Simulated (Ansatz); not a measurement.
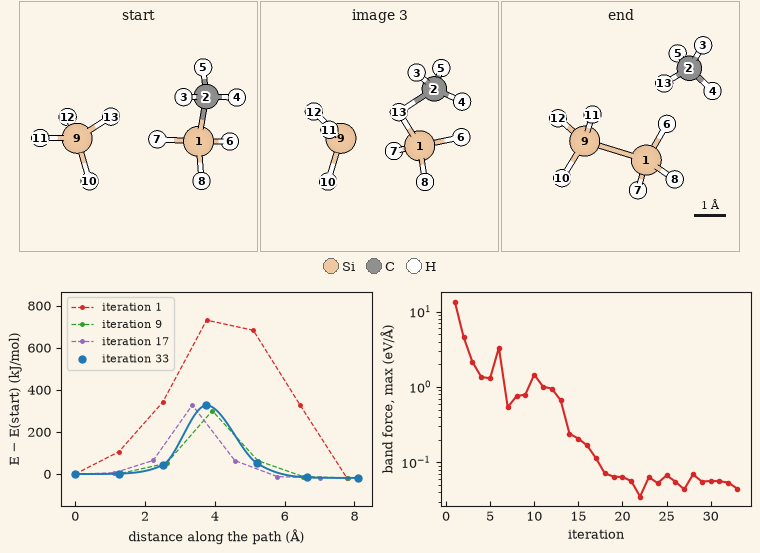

A search for the minimum-energy path of CH10Si2, made up at the start of CH6Si and SiH₄ by the nudged elastic band. Images are numbered from 0 (start) to 6 (end). The plot follows the band through its iterations. A ball-and-stick model, seen from a free direction.

These are results of RKS BLYP-D4/6-31G* in Ansatz 0.2.0, not measurements. Run with 5 movable images; climbing image; force threshold 0.05 eV/Å; iteration limit 60; starting path through a guess of the saddle point.

**Did the band converge, and can the barrier be trusted?**

The result is final at these settings. The band converged in 33 iterations. The largest component of the band force went from 14 to 0.045 eV/Å. The climbing image converged on the top of the path. Its vibrational analysis gives one imaginary mode (1567i cm⁻¹), as a transition state must have. The first iteration put the highest image at 731.6 kJ/mol. The energy climbs by 326.4 kJ/mol to image 3 and then falls by 344.8 kJ/mol, so the end point sits at −18.4 kJ/mol.

Limits of the set-up: the start holds two separate molecules, 2.5 Å apart at their closest, whose relative position is a soft coordinate.

Cost: 7.4 min on 1 thread of Arm Neoverse V1, with other jobs on the host, peak memory 0.12 GiB.
